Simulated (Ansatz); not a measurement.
**Molecular dynamics of TaNH4OF3 (part 1 of 4)**

The run: molecular dynamics of TaNH4OF3, multiplicity 2. Method and program: UKS PBE/def2-SVP (Ansatz 0.2.0).

It belongs to a series of runs on one base structure; here: dynamics from the highest image of the converged band. Figures and captions count atoms from 1; the log counts them from 0 in places.

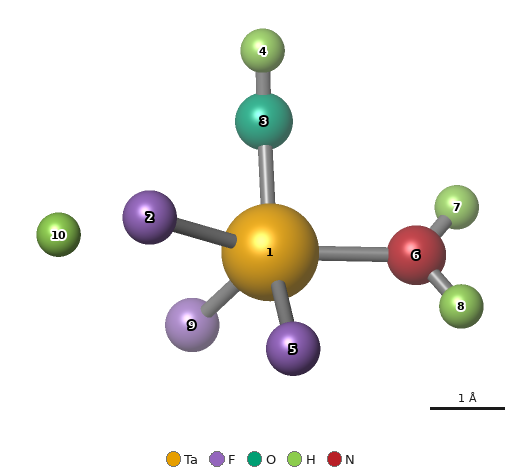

*The input geometry (ball-and-stick view, seen at a tilt; atoms are numbered from 1 in the order of the input). Sticks mark near contacts.*

Summary

```tsv
quantity	value
outcome	finished
mean temperature over the second half	637 K
trajectory	200 steps, 100 fs
ensemble	nve
temperature in the input	100.0 K
time step	0.5 fs
potential energy (last step)	−13290.1388 eV
mean-field energy (last step)	−13290.1388 eV
⟨S²⟩ (last step)	0.750
largest force (length of the vector) (last step)	1.313 eV/Å
hardware	4 threads of AMD EPYC (Zen 5), 32 GiB of memory available, shared host
wall time	4 min (CPU time 15 min)
peak memory	0.24 GiB
```

So short a trajectory is not equilibrated.

The input
```yaml
crystal:
  periodic: [false, false, false]
  atoms:
    - { symbol: Ta, position_ang: [0.07821, 0.199971, -0.014533] }
    - { symbol: F, position_ang: [2.098928, -0.278591, 0.125097] }
    - { symbol: O, position_ang: [-0.010629, 0.001234, 1.866202] }
    - { symbol: H, position_ang: [0.306279, 0.220601, 2.755256] }
    - { symbol: F, position_ang: [0.638948, 1.059544, -1.614906] }
    - { symbol: "N", position_ang: [-1.349804, 1.589207, 0.027097] }
    - { symbol: H, position_ang: [-1.991808, 1.771404, 0.804212] }
    - { symbol: H, position_ang: [-1.534005, 2.231108, -0.750919] }
    - { symbol: F, position_ang: [-0.395762, -1.519258, -0.66289] }
    - { symbol: H, position_ang: [2.749942, -1.334321, -0.087512] }
magnetization:
  spin_polarized: true
  initial_magnetization: 1
basis:
  gaussian: { orbitals: def2-SVP }
hamiltonian:
  xc: pbe
md:
  timestep: 0.5
  n_steps: 200
  ensemble: nve
  temperature: 100.0
  initial_velocities: maxwell_boltzmann
  seed: 11997
```

Launched with:
```bash
ansatz run input.yaml --threads 4 --pin off --max-ram 5120MiB --backend cpu --events-out ev --progress --plain --runs-dir out
```

The program's output
```
Engine: ansatz 0.2.0, x86_64-unknown-linux-gnu
Functional definition: PBE
  parameter kappa = 0.804
  parameter beta = 0.06672455060314922
  exchange = pbe_x(kappa = kappa, mu = beta*pi^2/3)
  correlation = pbe_c(beta = beta)
1295 factors; their error is unknown
mean field evaluation 1: about -13271.9680 eV, gradient 6.9e1 eV
mean field evaluation 2: about -13101.9871 eV, gradient 1.9e2 eV
mean field evaluation 4: about -13288.1158 eV, gradient 2.1e1 eV
mean field evaluation 8: about -13289.6075 eV, gradient 1.5e0 eV
mean field evaluation 16: about -13289.5513 eV, gradient 2.6e-3 eV
mean field -13289.55127660 eV, -488.3820014338 hartree, gradient 6.3e-6 eV, S^2 0.754735; 1 other end points of the search recorded, 0 dependent functions left out
the calculation of the forces begins
reference -13289.55134270 eV, -488.3820038629 hartree; 30, 29 occupied and 92, 93 virtual orbitals, 1295 factors
md step     0: t =     0.00 fs  T =   100.0 K  F+E_penalty+E_count = -13289.55127660 eV  E_kin = 0.103408 eV  conserved = -13289.44786860 eV  (58 SCF iters)
these checks for a lower state are left out or cut short: starts, cluster_reference, orbital_swaps, neighbouring_geometries, increment
1295 factors; their error is unknown
mean field evaluation 32: about -13289.6139 eV, gradient 1.8e0 eV
mean field -13289.55077740 eV, -488.3819830884 hartree, gradient 2.0e-5 eV, S^2 0.754777; 0 other end points of the search recorded, 0 dependent functions left out
the calculation of the forces begins
reference -13289.55084347 eV, -488.3819855163 hartree; 30, 29 occupied and 92, 93 virtual orbitals, 1295 factors
md step     1: t =     0.50 fs  T =    99.5 K  F+E_penalty+E_count = -13289.55077740 eV  E_kin = 0.102917 eV  conserved = -13289.44786011 eV  (38 SCF iters)
[... from here on the SCF iterations and repeated set-up lines of each step are left out, up to the last step ...]
md step     2: t =     1.00 fs  T =    98.4 K  F+E_penalty+E_count = -13289.54962838 eV  E_kin = 0.101790 eV  conserved = -13289.44783869 eV  (38 SCF iters)
md step     3: t =     1.50 fs  T =    97.0 K  F+E_penalty+E_count = -13289.54816177 eV  E_kin = 0.100348 eV  conserved = -13289.44781334 eV  (38 SCF iters)
md step     4: t =     2.00 fs  T =    95.7 K  F+E_penalty+E_count = -13289.54677293 eV  E_kin = 0.098978 eV  conserved = -13289.44779469 eV  (38 SCF iters)
md step     5: t =     2.50 fs  T =    94.7 K  F+E_penalty+E_count = -13289.54575419 eV  E_kin = 0.097964 eV  conserved = -13289.44779021 eV  (38 SCF iters)
md step     6: t =     3.00 fs  T =    94.2 K  F+E_penalty+E_count = -13289.54518108 eV  E_kin = 0.097381 eV  conserved = -13289.44780007 eV  (38 SCF iters)
md step     7: t =     3.50 fs  T =    93.9 K  F+E_penalty+E_count = -13289.54490910 eV  E_kin = 0.097092 eV  conserved = -13289.44781721 eV  (38 SCF iters)
md step     8: t =     4.00 fs  T =    93.7 K  F+E_penalty+E_count = -13289.54468067 eV  E_kin = 0.096850 eV  conserved = -13289.44783112 eV  (38 SCF iters)
md step     9: t =     4.50 fs  T =    93.3 K  F+E_penalty+E_count = -13289.54428610 eV  E_kin = 0.096453 eV  conserved = -13289.44783322 eV  (37 SCF iters)
md step    10: t =     5.00 fs  T =    92.7 K  F+E_penalty+E_count = -13289.54369879 eV  E_kin = 0.095879 eV  conserved = -13289.44782021 eV  (38 SCF iters)
md step    11: t =     5.50 fs  T =    92.2 K  F+E_penalty+E_count = -13289.54312656 eV  E_kin = 0.095331 eV  conserved = -13289.44779540 eV  (37 SCF iters)
md step    12: t =     6.00 fs  T =    92.1 K  F+E_penalty+E_count = -13289.54296218 eV  E_kin = 0.095195 eV  conserved = -13289.44776672 eV  (37 SCF iters)
md step    13: t =     6.50 fs  T =    92.8 K  F+E_penalty+E_count = -13289.54366125 eV  E_kin = 0.095918 eV  conserved = -13289.44774323 eV  (37 SCF iters)
md step    14: t =     7.00 fs  T =    94.6 K  F+E_penalty+E_count = -13289.54560063 eV  E_kin = 0.097869 eV  conserved = -13289.44773167 eV  (37 SCF iters)
md step    15: t =     7.50 fs  T =    97.9 K  F+E_penalty+E_count = -13289.54897362 eV  E_kin = 0.101240 eV  conserved = -13289.44773399 eV  (37 SCF iters)
md step    16: t =     8.00 fs  T =   102.5 K  F+E_penalty+E_count = -13289.55376101 eV  E_kin = 0.106015 eV  conserved = -13289.44774651 eV  (37 SCF iters)
md step    17: t =     8.50 fs  T =   108.3 K  F+E_penalty+E_count = -13289.55978936 eV  E_kin = 0.112028 eV  conserved = -13289.44776141 eV  (37 SCF iters)
md step    18: t =     9.00 fs  T =   115.2 K  F+E_penalty+E_count = -13289.56685372 eV  E_kin = 0.119084 eV  conserved = -13289.44776982 eV  (37 SCF iters)
md step    19: t =     9.50 fs  T =   122.9 K  F+E_penalty+E_count = -13289.57485636 eV  E_kin = 0.127091 eV  conserved = -13289.44776562 eV  (37 SCF iters)
md step    20: t =    10.00 fs  T =   131.7 K  F+E_penalty+E_count = -13289.58390183 eV  E_kin = 0.136153 eV  conserved = -13289.44774843 eV  (37 SCF iters)
md step    21: t =    10.50 fs  T =   141.7 K  F+E_penalty+E_count = -13289.59430109 eV  E_kin = 0.146577 eV  conserved = -13289.44772456 eV  (37 SCF iters)
md step    22: t =    11.00 fs  T =   153.5 K  F+E_penalty+E_count = -13289.60647274 eV  E_kin = 0.158768 eV  conserved = -13289.44770467 eV  (36 SCF iters)
md step    23: t =    11.50 fs  T =   167.4 K  F+E_penalty+E_count = -13289.62077715 eV  E_kin = 0.173078 eV  conserved = -13289.44769895 eV  (37 SCF iters)
md step    24: t =    12.00 fs  T =   183.4 K  F+E_penalty+E_count = -13289.63735751 eV  E_kin = 0.189645 eV  conserved = -13289.44771245 eV  (37 SCF iters)
md step    25: t =    12.50 fs  T =   201.5 K  F+E_penalty+E_count = -13289.65606282 eV  E_kin = 0.208321 eV  conserved = -13289.44774197 eV  (37 SCF iters)
md step    26: t =    13.00 fs  T =   221.2 K  F+E_penalty+E_count = -13289.67649308 eV  E_kin = 0.228715 eV  conserved = -13289.44777816 eV  (37 SCF iters)
md step    27: t =    13.50 fs  T =   242.1 K  F+E_penalty+E_count = -13289.69814190 eV  E_kin = 0.250332 eV  conserved = -13289.44780986 eV  (37 SCF iters)
md step    28: t =    14.00 fs  T =   263.8 K  F+E_penalty+E_count = -13289.72056788 eV  E_kin = 0.272739 eV  conserved = -13289.44782910 eV  (37 SCF iters)
md step    29: t =    14.50 fs  T =   285.9 K  F+E_penalty+E_count = -13289.74351645 eV  E_kin = 0.295682 eV  conserved = -13289.44783440 eV  (37 SCF iters)
md step    30: t =    15.00 fs  T =   308.6 K  F+E_penalty+E_count = -13289.76694365 eV  E_kin = 0.319113 eV  conserved = -13289.44783044 eV  (36 SCF iters)
md step    31: t =    15.50 fs  T =   331.8 K  F+E_penalty+E_count = -13289.79094266 eV  E_kin = 0.343117 eV  conserved = -13289.44782555 eV  (36 SCF iters)
md step    32: t =    16.00 fs  T =   355.7 K  F+E_penalty+E_count = -13289.81561406 eV  E_kin = 0.367786 eV  conserved = -13289.44782780 eV  (37 SCF iters)
md step    33: t =    16.50 fs  T =   380.1 K  F+E_penalty+E_count = -13289.84093893 eV  E_kin = 0.393097 eV  conserved = -13289.44784188 eV  (35 SCF iters)
md step    34: t =    17.00 fs  T =   405.0 K  F+E_penalty+E_count = -13289.86670558 eV  E_kin = 0.418838 eV  conserved = -13289.44786782 eV  (34 SCF iters)
md step    35: t =    17.50 fs  T =   430.0 K  F+E_penalty+E_count = -13289.89251451 eV  E_kin = 0.444614 eV  conserved = -13289.44790021 eV  (35 SCF iters)
md step    36: t =    18.00 fs  T =   454.4 K  F+E_penalty+E_count = -13289.91786127 eV  E_kin = 0.469930 eV  conserved = -13289.44793092 eV  (36 SCF iters)
md step    37: t =    18.50 fs  T =   478.0 K  F+E_penalty+E_count = -13289.94226375 eV  E_kin = 0.494312 eV  conserved = -13289.44795209 eV  (36 SCF iters)
md step    38: t =    19.00 fs  T =   500.4 K  F+E_penalty+E_count = -13289.96538630 eV  E_kin = 0.517427 eV  conserved = -13289.44795894 eV  (35 SCF iters)
md step    39: t =    19.50 fs  T =   521.4 K  F+E_penalty+E_count = -13289.98711381 eV  E_kin = 0.539162 eV  conserved = -13289.44795201 eV  (35 SCF iters)
md step    40: t =    20.00 fs  T =   541.2 K  F+E_penalty+E_count = -13290.00754200 eV  E_kin = 0.559604 eV  conserved = -13289.44793750 eV  (36 SCF iters)
md step    41: t =    20.50 fs  T =   559.9 K  F+E_penalty+E_count = -13290.02687910 eV  E_kin = 0.578954 eV  conserved = -13289.44792526 eV  (35 SCF iters)
md step    42: t =    21.00 fs  T =   577.7 K  F+E_penalty+E_count = -13290.04529407 eV  E_kin = 0.597370 eV  conserved = -13289.44792428 eV  (35 SCF iters)
md step    43: t =    21.50 fs  T =   594.6 K  F+E_penalty+E_count = -13290.06278165 eV  E_kin = 0.614844 eV  conserved = -13289.44793766 eV  (35 SCF iters)
md step    44: t =    22.00 fs  T =   610.4 K  F+E_penalty+E_count = -13290.07911592 eV  E_kin = 0.631155 eV  conserved = -13289.44796105 eV  (36 SCF iters)
md step    45: t =    22.50 fs  T =   624.6 K  F+E_penalty+E_count = -13290.09391670 eV  E_kin = 0.645931 eV  conserved = -13289.44798526 eV  (36 SCF iters)
md step    46: t =    23.00 fs  T =   637.1 K  F+E_penalty+E_count = -13290.10679258 eV  E_kin = 0.658792 eV  conserved = -13289.44800086 eV  (35 SCF iters)
md step    47: t =    23.50 fs  T =   647.4 K  F+E_penalty+E_count = -13290.11748865 eV  E_kin = 0.669486 eV  conserved = -13289.44800233 eV  (35 SCF iters)
md step    48: t =    24.00 fs  T =   655.6 K  F+E_penalty+E_count = -13290.12597176 eV  E_kin = 0.677981 eV  conserved = -13289.44799107 eV  (36 SCF iters)
md step    49: t =    24.50 fs  T =   661.9 K  F+E_penalty+E_count = -13290.13241628 eV  E_kin = 0.684443 eV  conserved = -13289.44797323 eV  (38 SCF iters)
md step    50: t =    25.00 fs  T =   666.4 K  F+E_penalty+E_count = -13290.13710859 eV  E_kin = 0.689152 eV  conserved = -13289.44795667 eV  (35 SCF iters)
md step    51: t =    25.50 fs  T =   669.6 K  F+E_penalty+E_count = -13290.14032097 eV  E_kin = 0.692374 eV  conserved = -13289.44794742 eV  (38 SCF iters)
md step    52: t =    26.00 fs  T =   671.4 K  F+E_penalty+E_count = -13290.14221331 eV  E_kin = 0.694266 eV  conserved = -13289.44794733 eV  (38 SCF iters)
md step    53: t =    26.50 fs  T =   671.9 K  F+E_penalty+E_count = -13290.14279587 eV  E_kin = 0.694841 eV  conserved = -13289.44795513 eV  (36 SCF iters)
md step    54: t =    27.00 fs  T =   671.1 K  F+E_penalty+E_count = -13290.14194856 eV  E_kin = 0.693981 eV  conserved = -13289.44796761 eV  (36 SCF iters)
md step    55: t =    27.50 fs  T =   668.7 K  F+E_penalty+E_count = -13290.13948270 eV  E_kin = 0.691504 eV  conserved = -13289.44797910 eV  (36 SCF iters)
md step    56: t =    28.00 fs  T =   664.6 K  F+E_penalty+E_count = -13290.13523779 eV  E_kin = 0.687256 eV  conserved = -13289.44798211 eV  (38 SCF iters)
md step    57: t =    28.50 fs  T =   658.8 K  F+E_penalty+E_count = -13290.12919380 eV  E_kin = 0.681224 eV  conserved = -13289.44797028 eV  (39 SCF iters)
md step    58: t =    29.00 fs  T =   651.4 K  F+E_penalty+E_count = -13290.12155366 eV  E_kin = 0.673610 eV  conserved = -13289.44794329 eV  (40 SCF iters)
md step    59: t =    29.50 fs  T =   642.9 K  F+E_penalty+E_count = -13290.11273741 eV  E_kin = 0.664829 eV  conserved = -13289.44790847 eV  (40 SCF iters)
md step    60: t =    30.00 fs  T =   633.8 K  F+E_penalty+E_count = -13290.10327136 eV  E_kin = 0.655394 eV  conserved = -13289.44787757 eV  (39 SCF iters)
md step    61: t =    30.50 fs  T =   624.5 K  F+E_penalty+E_count = -13290.09362141 eV  E_kin = 0.645761 eV  conserved = -13289.44786011 eV  (38 SCF iters)
md step    62: t =    31.00 fs  T =   615.2 K  F+E_penalty+E_count = -13290.08406201 eV  E_kin = 0.636205 eV  conserved = -13289.44785714 eV  (37 SCF iters)
md step    63: t =    31.50 fs  T =   606.1 K  F+E_penalty+E_count = -13290.07465824 eV  E_kin = 0.626796 eV  conserved = -13289.44786203 eV  (35 SCF iters)
md step    64: t =    32.00 fs  T =   597.1 K  F+E_penalty+E_count = -13290.06536017 eV  E_kin = 0.617496 eV  conserved = -13289.44786459 eV  (35 SCF iters)
md step    65: t =    32.50 fs  T =   588.2 K  F+E_penalty+E_count = -13290.05615164 eV  E_kin = 0.608295 eV  conserved = -13289.44785635 eV  (35 SCF iters)
md step    66: t =    33.00 fs  T =   579.6 K  F+E_penalty+E_count = -13290.04717559 eV  E_kin = 0.599341 eV  conserved = -13289.44783504 eV  (35 SCF iters)
md step    67: t =    33.50 fs  T =   571.5 K  F+E_penalty+E_count = -13290.03877271 eV  E_kin = 0.590968 eV  conserved = -13289.44780464 eV  (35 SCF iters)
md step    68: t =    34.00 fs  T =   564.4 K  F+E_penalty+E_count = -13290.03142662 eV  E_kin = 0.583654 eV  conserved = -13289.44777234 eV  (34 SCF iters)
md step    69: t =    34.50 fs  T =   558.9 K  F+E_penalty+E_count = -13290.02565251 eV  E_kin = 0.577906 eV  conserved = -13289.44774604 eV  (35 SCF iters)
md step    70: t =    35.00 fs  T =   555.2 K  F+E_penalty+E_count = -13290.02187206 eV  E_kin = 0.574140 eV  conserved = -13289.44773211 eV  (35 SCF iters)
md step    71: t =    35.50 fs  T =   553.7 K  F+E_penalty+E_count = -13290.02031681 eV  E_kin = 0.572585 eV  conserved = -13289.44773199 eV  (36 SCF iters)
md step    72: t =    36.00 fs  T =   554.4 K  F+E_penalty+E_count = -13290.02100023 eV  E_kin = 0.573257 eV  conserved = -13289.44774301 eV  (39 SCF iters)
md step    73: t =    36.50 fs  T =   557.0 K  F+E_penalty+E_count = -13290.02375431 eV  E_kin = 0.575994 eV  conserved = -13289.44776054 eV  (36 SCF iters)
md step    74: t =    37.00 fs  T =   561.4 K  F+E_penalty+E_count = -13290.02830519 eV  E_kin = 0.580527 eV  conserved = -13289.44777843 eV  (38 SCF iters)
md step    75: t =    37.50 fs  T =   567.2 K  F+E_penalty+E_count = -13290.03437177 eV  E_kin = 0.586581 eV  conserved = -13289.44779066 eV  (38 SCF iters)
md step    76: t =    38.00 fs  T =   574.4 K  F+E_penalty+E_count = -13290.04175768 eV  E_kin = 0.593963 eV  conserved = -13289.44779439 eV  (37 SCF iters)
md step    77: t =    38.50 fs  T =   582.7 K  F+E_penalty+E_count = -13290.05039546 eV  E_kin = 0.602604 eV  conserved = -13289.44779120 eV  (38 SCF iters)
md step    78: t =    39.00 fs  T =   592.3 K  F+E_penalty+E_count = -13290.06032102 eV  E_kin = 0.612534 eV  conserved = -13289.44778690 eV  (39 SCF iters)
md step    79: t =    39.50 fs  T =   603.2 K  F+E_penalty+E_count = -13290.07158415 eV  E_kin = 0.623795 eV  conserved = -13289.44778896 eV  (40 SCF iters)
md step    80: t =    40.00 fs  T =   615.4 K  F+E_penalty+E_count = -13290.08413330 eV  E_kin = 0.636330 eV  conserved = -13289.44780322 eV  (40 SCF iters)
md step    81: t =    40.50 fs  T =   628.5 K  F+E_penalty+E_count = -13290.09772773 eV  E_kin = 0.649897 eV  conserved = -13289.44783075 eV  (39 SCF iters)
md step    82: t =    41.00 fs  T =   642.2 K  F+E_penalty+E_count = -13290.11192572 eV  E_kin = 0.664060 eV  conserved = -13289.44786606 eV  (43 SCF iters)
md step    83: t =    41.50 fs  T =   655.9 K  F+E_penalty+E_count = -13290.12616838 eV  E_kin = 0.678268 eV  conserved = -13289.44789997 eV  (47 SCF iters)
md step    84: t =    42.00 fs  T =   669.2 K  F+E_penalty+E_count = -13290.13991902 eV  E_kin = 0.691995 eV  conserved = -13289.44792425 eV  (49 SCF iters)
md step    85: t =    42.50 fs  T =   681.6 K  F+E_penalty+E_count = -13290.15278999 eV  E_kin = 0.704855 eV  conserved = -13289.44793497 eV  (50 SCF iters)
md step    86: t =    43.00 fs  T =   693.1 K  F+E_penalty+E_count = -13290.16460338 eV  E_kin = 0.716670 eV  conserved = -13289.44793380 eV  (59 SCF iters)
md step    87: t =    43.50 fs  T =   703.5 K  F+E_penalty+E_count = -13290.17536627 eV  E_kin = 0.727440 eV  conserved = -13289.44792671 eV  (57 SCF iters)
md step    88: t =    44.00 fs  T =   713.0 K  F+E_penalty+E_count = -13290.18518022 eV  E_kin = 0.737260 eV  conserved = -13289.44792059 eV  (59 SCF iters)
md step    89: t =    44.50 fs  T =   721.6 K  F+E_penalty+E_count = -13290.19413194 eV  E_kin = 0.746211 eV  conserved = -13289.44792088 eV  (32 SCF iters)
md step    90: t =    45.00 fs  T =   729.4 K  F+E_penalty+E_count = -13290.20220765 eV  E_kin = 0.754278 eV  conserved = -13289.44792942 eV  (32 SCF iters)
md step    91: t =    45.50 fs  T =   736.2 K  F+E_penalty+E_count = -13290.20926279 eV  E_kin = 0.761319 eV  conserved = -13289.44794417 eV  (60 SCF iters)
md step    92: t =    46.00 fs  T =   741.8 K  F+E_penalty+E_count = -13290.21505482 eV  E_kin = 0.767095 eV  conserved = -13289.44795983 eV  (32 SCF iters)
md step    93: t =    46.50 fs  T =   745.9 K  F+E_penalty+E_count = -13290.21932637 eV  E_kin = 0.771356 eV  conserved = -13289.44797005 eV  (32 SCF iters)
md step    94: t =    47.00 fs  T =   748.4 K  F+E_penalty+E_count = -13290.22190652 eV  E_kin = 0.773937 eV  conserved = -13289.44796924 eV  (31 SCF iters)
md step    95: t =    47.50 fs  T =   749.3 K  F+E_penalty+E_count = -13290.22279507 eV  E_kin = 0.774839 eV  conserved = -13289.44795592 eV  (31 SCF iters)
md step    96: t =    48.00 fs  T =   748.7 K  F+E_penalty+E_count = -13290.22218863 eV  E_kin = 0.774256 eV  conserved = -13289.44793299 eV  (42 SCF iters)
md step    97: t =    48.50 fs  T =   747.1 K  F+E_penalty+E_count = -13290.22043154 eV  E_kin = 0.772524 eV  conserved = -13289.44790795 eV  (39 SCF iters)
md step    98: t =    49.00 fs  T =   744.6 K  F+E_penalty+E_count = -13290.21789967 eV  E_kin = 0.770010 eV  conserved = -13289.44788942 eV  (41 SCF iters)
md step    99: t =    49.50 fs  T =   741.7 K  F+E_penalty+E_count = -13290.21486604 eV  E_kin = 0.766983 eV  conserved = -13289.44788344 eV  (39 SCF iters)
md step   100: t =    50.00 fs  T =   738.4 K  F+E_penalty+E_count = -13290.21141031 eV  E_kin = 0.763520 eV  conserved = -13289.44788983 eV  (39 SCF iters)
md step   101: t =    50.50 fs  T =   734.5 K  F+E_penalty+E_count = -13290.20742196 eV  E_kin = 0.759520 eV  conserved = -13289.44790228 eV  (39 SCF iters)
md step   102: t =    51.00 fs  T =   729.9 K  F+E_penalty+E_count = -13290.20269553 eV  E_kin = 0.754783 eV  conserved = -13289.44791223 eV  (40 SCF iters)
```
